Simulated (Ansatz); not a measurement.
# Si (diamond): scan of one atom of the cell

Si (diamond)

```
CELL_PARAMETERS angstrom
      0.00000     2.71682     2.71682
      2.71682     0.00000     2.71682
      2.71682     2.71682     0.00000
ATOMIC_POSITIONS crystal
  Si 0.00000 0.00000 0.00000
  Si 0.25000 0.25000 0.25000
```

Scan: atom 1 (Si, nearest neighbour Si at 2.353 Å; its periodic images, 3.8 Å or more away, move with it) is displaced along Cartesian [110], direction (0.707, 0.707, 0.000) in Cartesian axes, by s. The other atoms stay.

These are PBEsol (plane waves to 420 eV, PAW, scalar-relativistic; Ansatz, an electronic-structure program) values and carry that method's errors. k mesh 9×9×9 (Γ-centred), Fermi-Dirac smearing 0.05 eV. The energy includes the smearing's −TS. As the smearing reaches across the gap at some points, energies and forces of such displacements shift with the k mesh and the smearing. Si was relaxed with its symmetry unable to fall. ΔE is measured from the undisplaced structure.

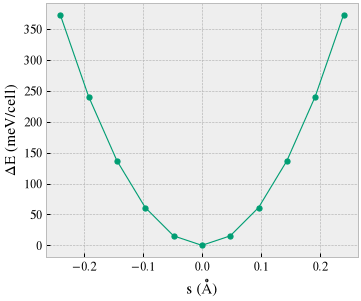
*ΔE (meV/cell) against s (Å); computed points joined by lines.*

The force constant k = d²E/ds² at s = 0 (finite differences) comes out as 13.3 eV/Å². The force along the line at s = -0.240 Å comes out as 3.06 eV/Å. Symmetry of the curve: even: the same for both signs. Harmonic estimate at the end of the scan: ½ks² = 384 meV/cell against the computed 373 meV/cell, so the well is close to harmonic there. Shape of the curve: a single well with its minimum at or next to zero displacement.

With its periodic images moving along, the atom's site symmetry in this cell is -43m.

(A displaced cell: forces are minus the slopes of the energy, force constants its curvatures, and phonons follow from these.)
